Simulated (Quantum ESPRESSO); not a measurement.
**Collinear magnetic orders of LaSi2Ru3 with Quantum ESPRESSO**

Aim: find out which collinear order of LaSi2Ru3 costs least.

Program: Quantum ESPRESSO 7.5. Level of theory: PBEsol; plane waves with GBRV 1.5 PBEsol potentials, no spin-orbit coupling. Results are calculated unless marked as measured.

### 1. Starting point

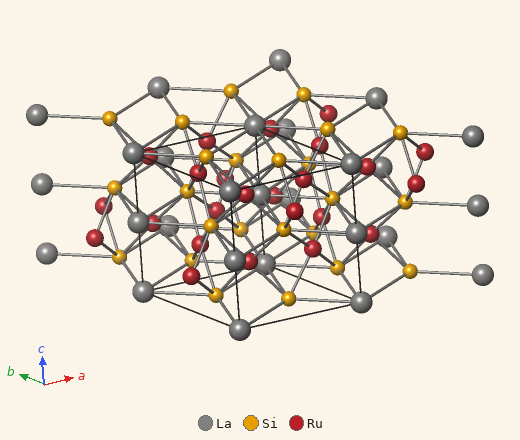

The cell as given, from a free direction (lanthanum grey, silicon orange, ruthenium red). 2×2×1 cells are drawn. Some periodic images of atoms are drawn too.

The cell comes from the Crystallography Open Database.

### 2. Run 1 (ferro ++++++)

The signs are those of the starting moments on the seeded atoms, the atoms that are given a moment.

Input file pw.in:

```
&CONTROL
  calculation = 'scf'
  prefix = 'pwscf'
  outdir = './tmp'
  pseudo_dir = './pseudo'
  disk_io = 'nowf'
/
&SYSTEM
  ibrav = 0
  nat = 12
  ntyp = 3
  ecutwfc = 40
  ecutrho = 280
  nbnd = 89
  occupations = 'smearing'
  smearing = 'fd'
  degauss = 0.00734986
  nspin = 2
  starting_magnetization(1) = 0
  starting_magnetization(2) = 0
  starting_magnetization(3) = 0.0938
/
&ELECTRONS
  conv_thr = 2.4d-08
  electron_maxstep = 150
  mixing_beta = 0.3
/
ATOMIC_SPECIES
La    138.9055 la_pbesol_v1.uspp.F.UPF
Si     28.0850 si_pbesol_v1.uspp.F.UPF
Ru    101.0700 ru_pbesol_v1.2.uspp.F.UPF
CELL_PARAMETERS angstrom
   5.6760000000    0.0000000000    0.0000000000
  -2.8380000000    4.9155601919    0.0000000000
   0.0000000000    0.0000000000    7.1200000000
ATOMIC_POSITIONS crystal
La      0.0000000000    0.0000000000    0.0000000000
La      0.0000000000    0.0000000000    0.5000000000
Si      0.3333333333    0.6666666667    0.0000000000
Si      0.6666666667    0.3333333333    0.5000000000
Si      0.6666666667    0.3333333333    0.0000000000
Si      0.3333333333    0.6666666667    0.5000000000
Ru      0.4800000000    0.9900000000    0.2500000000
Ru      0.4900000000    0.4800000000    0.7500000000
Ru      0.0100000000    0.4900000000    0.2500000000
Ru      0.5200000000    0.0100000000    0.7500000000
Ru      0.5100000000    0.5200000000    0.2500000000
Ru      0.9900000000    0.5100000000    0.7500000000
K_POINTS automatic
6 6 6 0 0 0
```

Started as:

```console
OMP_NUM_THREADS=1 mpirun -n 8 pw.x -nk 8 -in pw.in > pw.out
```

Log:

```text
Program PWSCF v.7.5 starts

     Message from routine setup:
     using ibrav=0 with symmetry is DISCOURAGED, use correct ibrav instead

     K-points division:     npool     =       8
     Subspace diagonalization in iterative solution of the eigenvalue problem:

     G-vector sticks info
     --------------------
     sticks:   dense  smooth     PW     G-vecs:    dense   smooth      PW
     Sum        2221    1273    367               106139    45871    7079

     Using Slab Decomposition

     bravais-lattice index     =            0
     lattice parameter (alat)  =      10.7261  a.u.
     unit-cell volume          =    1340.5777 (a.u.)^3
     number of atoms/cell      =           12
     number of atomic types    =            3
     number of electrons       =       134.00
     number of Kohn-Sham states=           89
     kinetic-energy cutoff     =      40.0000  Ry
     charge density cutoff     =     280.0000  Ry
     scf convergence threshold =      2.4E-08
     mixing beta               =       0.3000
     number of iterations used =            8  plain     mixing
     Exchange-correlation= SLA  PW   PSX  PSC
                           (   1   4  10   8   0   0   0)

     celldm(1)=  10.726085  celldm(2)=   0.000000  celldm(3)=   0.000000
     celldm(4)=   0.000000  celldm(5)=   0.000000  celldm(6)=   0.000000

     crystal axes: (cart. coord. in units of alat)
               a(1) = (   1.000000   0.000000   0.000000 )
               a(2) = (  -0.500000   0.866025   0.000000 )
               a(3) = (   0.000000   0.000000   1.254405 )

     reciprocal axes: (cart. coord. in units 2 pi/alat)
               b(1) = (  1.000000  0.577350 -0.000000 )
               b(2) = (  0.000000  1.154701  0.000000 )
               b(3) = (  0.000000 -0.000000  0.797191 )

     PseudoPot. # 1 for La read from file:
     la_pbesol_v1.uspp.F.UPF
     Pseudo is Ultrasoft + core correction, Zval = 11.0
     Generated by new atomic code, or converted to UPF format
     Using radial grid of  995 points,  8 beta functions with:
                l(1) =   0
                l(2) =   0
                l(3) =   1
                l(4) =   1
                l(5) =   2
                l(6) =   2
                l(7) =   3
                l(8) =   3
     Q(r) pseudized with  8 coefficients,  rinner =    1.700   1.700   1.700
                                                       1.700   1.700   1.700
                                                       1.700

     PseudoPot. # 2 for Si read from file:
     si_pbesol_v1.uspp.F.UPF
     Pseudo is Ultrasoft + core correction, Zval =  4.0
     Generated by new atomic code, or converted to UPF format
     Using radial grid of  899 points,  6 beta functions with:
                l(1) =   0
                l(2) =   0
                l(3) =   1
                l(4) =   1
                l(5) =   2
                l(6) =   2
     Q(r) pseudized with  8 coefficients,  rinner =    0.900   0.900   0.900
                                                       0.900   0.900

     PseudoPot. # 3 for Ru read from file:
     ru_pbesol_v1.2.uspp.F.UPF
     Pseudo is Ultrasoft + core correction, Zval = 16.0
     Generated by new atomic code, or converted to UPF format
     Using radial grid of  967 points,  6 beta functions with:
                l(1) =   0
                l(2) =   0
                l(3) =   1
                l(4) =   1
                l(5) =   2
                l(6) =   2
     Q(r) pseudized with  8 coefficients,  rinner =    1.300   1.300   1.300
                                                       1.300   1.300

     atomic species   valence    mass     pseudopotential
     La               11.00   138.90550     La( 1.00)
     Si                4.00    28.08500     Si( 1.00)
     Ru               16.00   101.07000     Ru( 1.00)

     Starting magnetic structure
     atomic species   magnetization
     La              0.000
     Si              0.000
     Ru              0.094

     12 Sym. Ops., with inversion, found ( 6 have fractional translation)

   Cartesian axes

     site n.     atom                  positions (alat units)
         1        La     tau(   1) = (   0.0000000   0.0000000   0.0000000  )
         2        La     tau(   2) = (   0.0000000   0.0000000   0.6272023  )
         3        Si     tau(   3) = (  -0.0000000   0.5773503   0.0000000  )
         4        Si     tau(   4) = (   0.5000000   0.2886751   0.6272023  )
         5        Si     tau(   5) = (   0.5000000   0.2886751   0.0000000  )
         6        Si     tau(   6) = (  -0.0000000   0.5773503   0.6272023  )
         7        Ru     tau(   7) = (  -0.0150000   0.8573651   0.3136011  )
         8        Ru     tau(   8) = (   0.2500000   0.4156922   0.9408034  )
         9        Ru     tau(   9) = (  -0.2350000   0.4243524   0.3136011  )
        10        Ru     tau(  10) = (   0.5150000   0.0086603   0.9408034  )
        11        Ru     tau(  11) = (   0.2500000   0.4503332   0.3136011  )
        12        Ru     tau(  12) = (   0.7350000   0.4416730   0.9408034  )

     number of k points=    32  Fermi-Dirac smearing, width (Ry)=  0.0073
                       cart. coord. in units 2pi/alat
        k(    1) = (   0.0000000   0.0000000   0.0000000), wk =   0.0046296
        k(    2) = (   0.0000000   0.0000000   0.1328652), wk =   0.0092593
        k(    3) = (   0.0000000   0.0000000   0.2657303), wk =   0.0092593
        k(    4) = (   0.0000000   0.0000000  -0.3985955), wk =   0.0046296
        k(    5) = (   0.0000000   0.1924501   0.0000000), wk =   0.0277778
        [... 27 further k-points ...]

     Dense  grid:   106139 G-vectors     FFT dimensions: (  60,  60,  72)

     Smooth grid:    45871 G-vectors     FFT dimensions: (  45,  45,  60)

     Generating pointlists ...
     new r_m :   0.2382 (alat units)  2.5545 (a.u.) for type    1
     new r_m :   0.1735 (alat units)  1.8613 (a.u.) for type    2
     new r_m :   0.1735 (alat units)  1.8613 (a.u.) for type    3

     Initial potential from superposition of free atoms

     starting charge     127.9385, renormalised to     134.0000

     negative rho (up, down):  3.254E-01 2.828E-01
     Starting wfcs are  134 randomized atomic wfcs

     Self-consistent Calculation

     iteration #  1     ecut=    40.00 Ry     beta= 0.30
     Davidson diagonalization with overlap
     ethr =  1.00E-02,  avg # of iterations =  2.0

     negative rho (up, down):  3.007E-01 2.726E-01

     total energy              =   -1405.62903399 Ry
     estimated scf accuracy    <      12.50133045 Ry

     total magnetization       =     3.33 Bohr mag/cell
     absolute magnetization    =     3.89 Bohr mag/cell

     iteration #  2     ecut=    40.00 Ry     beta= 0.30
     Davidson diagonalization with overlap
     ethr =  9.33E-03,  avg # of iterations =  3.6

     negative rho (up, down):  2.966E-01 2.754E-01

     total energy              =   -1408.40379333 Ry
     estimated scf accuracy    <       2.96063634 Ry

     total magnetization       =     1.47 Bohr mag/cell
     absolute magnetization    =     2.13 Bohr mag/cell

     iteration #  3     ecut=    40.00 Ry     beta= 0.30
     Davidson diagonalization with overlap
     ethr =  2.21E-03,  avg # of iterations =  2.0

     negative rho (up, down):  2.881E-01 2.837E-01

     total energy              =   -1408.50656486 Ry
     estimated scf accuracy    <       0.36266026 Ry

     total magnetization       =     2.10 Bohr mag/cell
     absolute magnetization    =     2.73 Bohr mag/cell

     [... further iterations left out ...]

     iteration # 15     ecut=    40.00 Ry     beta= 0.30
     Davidson diagonalization with overlap
     ethr =  2.08E-09,  avg # of iterations =  2.0

     negative rho (up, down):  2.776E-01 2.776E-01

     total energy              =   -1408.66493578 Ry
     estimated scf accuracy    <       0.00000013 Ry

     total magnetization       =     0.00 Bohr mag/cell
     absolute magnetization    =     0.00 Bohr mag/cell

     iteration # 16     ecut=    40.00 Ry     beta= 0.30
     Davidson diagonalization with overlap
     ethr =  9.61E-11,  avg # of iterations =  4.3

     negative rho (up, down):  2.776E-01 2.776E-01

     total energy              =   -1408.66493586 Ry
     estimated scf accuracy    <       0.00000004 Ry

     total magnetization       =     0.00 Bohr mag/cell
     absolute magnetization    =     0.00 Bohr mag/cell

     iteration # 17     ecut=    40.00 Ry     beta= 0.30
     Davidson diagonalization with overlap
     ethr =  3.33E-11,  avg # of iterations =  3.5

     negative rho (up, down):  2.776E-01 2.776E-01

     total energy              =   -1408.66493588 Ry
     estimated scf accuracy    <       0.00000003 Ry

     total magnetization       =     0.00 Bohr mag/cell
     absolute magnetization    =     0.00 Bohr mag/cell

     iteration # 18     ecut=    40.00 Ry     beta= 0.30
     Davidson diagonalization with overlap
     ethr =  2.55E-11,  avg # of iterations =  1.5

     negative rho (up, down):  2.776E-01 2.776E-01

     Magnetic moment per site  (integrated on atomic sphere of radius R)
     atom   1 (R=0.238)  charge=  8.6471  magn=  0.0000
     atom   2 (R=0.238)  charge=  8.6471  magn=  0.0000
     atom   3 (R=0.174)  charge=  1.9948  magn=  0.0000
     atom   4 (R=0.174)  charge=  1.9948  magn=  0.0000
     atom   5 (R=0.174)  charge=  1.9948  magn=  0.0000
     atom   6 (R=0.174)  charge=  1.9948  magn=  0.0000
     atom   7 (R=0.174)  charge= 13.1530  magn= -0.0000
     atom   8 (R=0.174)  charge= 13.1530  magn= -0.0000
     atom   9 (R=0.174)  charge= 13.1530  magn= -0.0000
     atom  10 (R=0.174)  charge= 13.1530  magn= -0.0000
     atom  11 (R=0.174)  charge= 13.1530  magn= -0.0000
     atom  12 (R=0.174)  charge= 13.1530  magn= -0.0000

     End of self-consistent calculation

     [... lines left out ...]
     the Fermi energy is    16.3395 ev

!    total energy              =   -1408.66493588 Ry
     estimated scf accuracy    <          2.4E-09 Ry
     smearing contrib. (-TS)   =      -0.02382946 Ry
     internal energy E=F+TS    =   -1408.64110643 Ry

     The total energy is F=E-TS. E is the sum of the following terms:
     one-electron contribution =    -447.82588675 Ry
     hartree contribution      =     299.50571093 Ry
     xc contribution           =    -270.52410272 Ry
     ewald contribution        =    -989.79682790 Ry

     total magnetization       =    -0.00 Bohr mag/cell
     absolute magnetization    =     0.00 Bohr mag/cell

     convergence has been achieved in  18 iterations

=------------------------------------------------------------------------------=
   JOB DONE.
=------------------------------------------------------------------------------=
```

The job ended after 4.3 min (8 MPI ranks of Arm Neoverse V1, shared host; peak memory 2.6 GiB; 34 min of CPU time).

The spin moment in the atom's sphere vanishes on all atoms.

This step gave:

| Property | Result |
| --- | --- |
| smearing term TS | 0.3242 eV |
| magnetization | 0 μB |
| absolute magnetization | 0 μB |
| final state | non-magnetic |

[end of part 1 of 2]

[Logs and program files are shortened in this print: banners, set-up blocks, solver, clock and traceback lines can be left out without a mark of their own.]

[Logs are printed without paths, hosts, clocks, repeated set-up lines and the standing remarks that a program may print on its own settings, such as how far it seeks lower states.]

[Hosts, paths, dates, database ids (printed as entryN), source tags and the programs' standing remarks are cut or masked in the printed files.]

[Where a cell is said to come from a database of computed structures, the database is the Materials Project.]
